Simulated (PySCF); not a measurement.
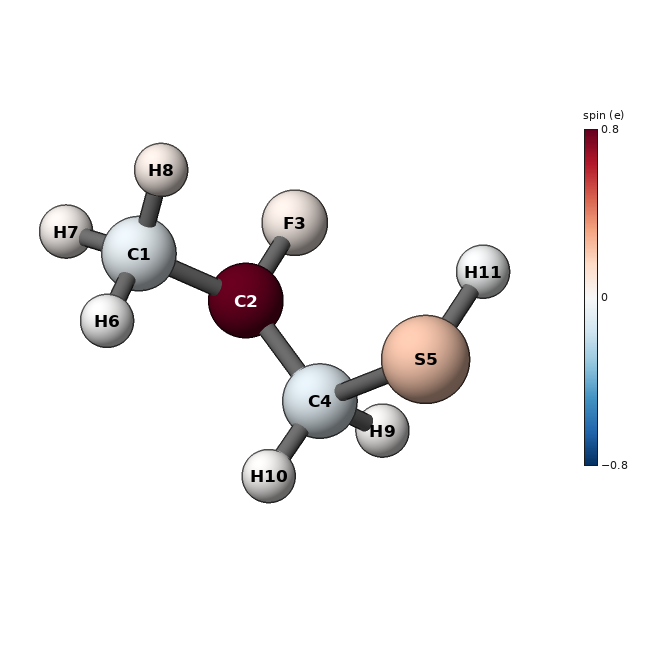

Atoms are coloured by their Mulliken spin populations. Charge 0, doublet. Computed geometry: GFN2-xTB optimisation. No frequency run is at hand to confirm it as a minimum. Level of theory: UKS B3LYP, pcH-1 on C F H S, non-relativistic (PySCF 2.14.0).

Give the Mulliken spin populations atom by atom.

```json
{"atom": "C1", "value (e)": "−0.07"}
{"atom": "C2", "value (e)": "0.79"}
{"atom": "F3", "value (e)": "0.05"}
{"atom": "C4", "value (e)": "−0.09"}
{"atom": "S5", "value (e)": "0.21"}
{"atom": "H6", "value (e)": "0.00"}
{"atom": "H7", "value (e)": "0.03"}
{"atom": "H8", "value (e)": "0.05"}
{"atom": "H9", "value (e)": "0.01"}
{"atom": "H10", "value (e)": "0.01"}
{"atom": "H11", "value (e)": "−0.01"}
```

Mulliken values depend strongly on the basis set.
